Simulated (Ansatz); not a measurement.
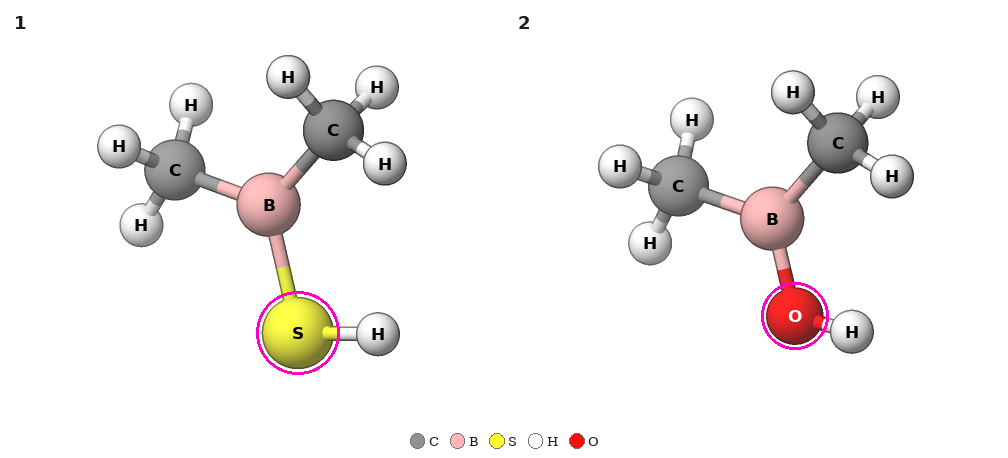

2 molecules with one skeleton, seen from the same side and at one scale; the atom that differs is circled. Charge 0, singlet. Computed geometries: PBE0-D4/def2-TZVP optimisations, one conformation each. Properties computed with Ansatz 0.2.0.

One atom differs, called X below: S in panel 1, O in panel 2. Their formulas are C2H7BS (`CB(C)S`), C2H7BO (`CB(C)O`).

In which is the length of X–H larger (PBE0-D4/def2-TZVP)?

Answer. In panel 1 (X = S).

In which is the angle B–X–H larger (PBE0-D4/def2-TZVP)?

Answer. In panel 2 (X = O).

Give the values. With PBE0-D4/def2-TZVP: length of X–B (Å), length of X–H (Å), angle B–X–H (°). With revPBE-D4/def2-TZVPP: HOMO energy (Kohn–Sham orbital) (eV), HOMO–LUMO gap (eV). With ωB97M-V/def2-TZVPP: dipole moment (D).

```
                            quantity  1 (S)  2 (O)   2 − 1
                   length of X–B (Å)  1.796  1.364  −0.432
                   length of X–H (Å)  1.344  0.961  −0.383
                     angle B–X–H (°)   99.1  112.9   +13.8
HOMO energy (Kohn–Sham orbital) (eV)  −6.61  −6.91   −0.30
                  HOMO–LUMO gap (eV)   5.39   6.68   +1.29
                   dipole moment (D)   1.13   1.41   +0.28
```
